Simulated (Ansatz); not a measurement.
# Tunnelling across a broken Se chain: predicting one gap

Set-up. Ansatz 0.2.0, plane waves with PAW datasets at the program's default cutoffs, Fermi-Dirac smearing of 0.05 eV, chains in boxes 7.5 Å wide or more, moments seeded when the perfect chain is relaxed. PBE, no spin-orbit coupling; one bond is opened by s Å beyond its relaxed length, the other atoms of a straight cell of 13 kept, without spin, and the conductance taken at 300 K.

```tsv
run	G (G₀)	largest error term (%)	s	ln G
+1.2 Å	0.7036	12	1.2	−0.3515
+1.8 Å	0.155	18	1.8	−1.864
+2.5 Å	0.02435	21	2.5	−3.715
+4.2 Å	0.0002704	22	4.2	−8.216
```

One run is withheld: run = +3.3 Å, with s = 3.3. Fit a straight line ln G = a + b × s to the 4 rows shown and predict it.

**Fit.** The means are 2.425 for s and −3.537 for ln G. The sum of products of deviations is −13.27 and the sum of squares in s is 5.048, so b = −13.27 / 5.048 = −2.628 and a = −3.537 − (−2.628) × 2.425 = 2.837. The residuals' standard deviation, with 2 degrees of freedom, is σ = 0.036.

**Prediction.** ln G = 2.837 + (−2.628) × 3.3 = −5.836, that is 0.00292 G₀. The run gave 0.00292 G₀ (ln G = −5.834), so the prediction less the run is −0.0017. The standard error of a prediction there, σ√(1 + 1/4 + (3.3 − 2.425)²/5.048), is 0.043, and the miss is 0.04 times that, for a point between the fitted rows. With so few rows σ is itself uncertain.

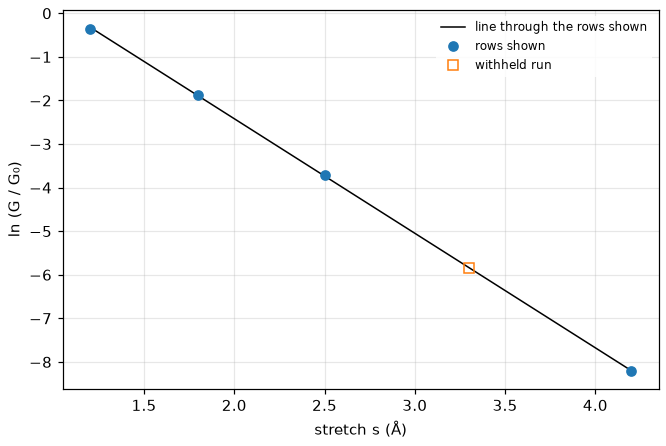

The fitted line, the rows shown and the withheld run.

Caveats: Between neighbouring runs the slope of ln G lies between −2.65 and −2.52 per Å, so one exponential is an approximation. Error terms (up to 22 %, withheld run included) bound how much a small miss can mean. Broken ends may want a moment where none was allowed. No image potential, spin-orbit coupling or relaxation; a bent or dimerised chain may be lower in energy. Series of this kind are told only where this holds: one magnetic state in all runs, error terms under 60 %, and the runs' own leads conduct as the perfect chain does. 36 of 42 did.

[Logs are printed without paths, hosts, clocks, repeated set-up lines and the standing remarks that a program may print on its own settings, such as how far it seeks lower states.]
